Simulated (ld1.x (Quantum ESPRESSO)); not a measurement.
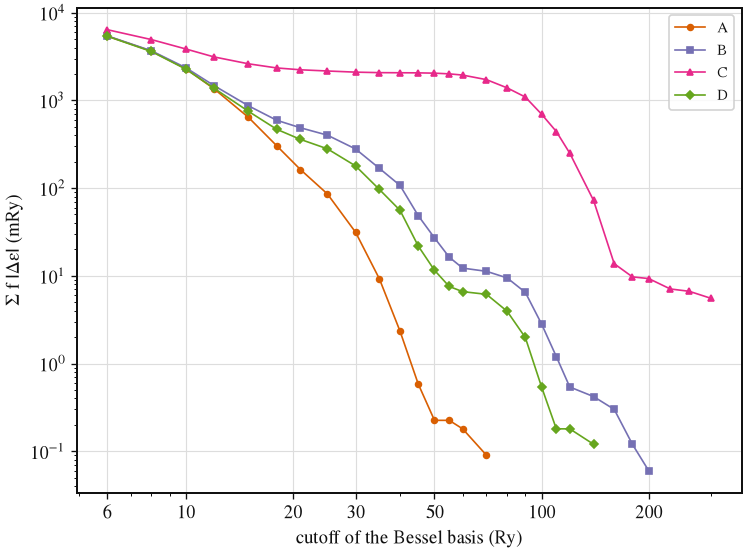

The occupation-weighted error of the valence levels in a spherical-Bessel basis for 4 variants of one potential.

Base settings:

Input of ld1.x (Quantum ESPRESSO) 7.5:

```
 &input
   title='Nb', zed=41., rel=1, dft='PBE', iswitch=3,
   config='[Kr] 4d4.5 5s0.5 5p0',
   nld=3, rlderiv=3.15, eminld=-4.0, emaxld=5.0, deld=0.02
 /
 &inputp
   pseudotype=2, tm=.true., lloc=-1, rcloc=2.30,
   nlcc=.true., rcore=0.85,
   file_pseudopw='Nb.UPF', file_wfcaegen='ae.wfc', file_wfcncgen='nc.wfc', file_beta='beta', file_chi='chi'
 /
3
5S  1  0   0.50   0.00  2.90  2.90  0.0
4P  2  1   6.00   0.00  1.45  1.45  0.0
4D  3  2   4.50   0.00  1.85  1.85  0.0
 &test
   configts(1)='4p6 4d4.5 5s0.5 5p0'
 /
```

Command:
```bash
ld1.x < Nb.in > Nb.out
```

Functional and relativity: PBE, scalar-relativistic.

The variants differ in the radius of the p channel: 0.90 bohr, 1.16 bohr, 1.45 bohr, 1.94 bohr. Which curve belongs to which value?

A: 1.94 bohr; B: 1.16 bohr; C: 0.90 bohr; D: 1.45 bohr.

Of the 4 potentials behind this page, the base run counted, 4 are unsound (ghost states, missed reference levels or an overlap that isn't positive definite).
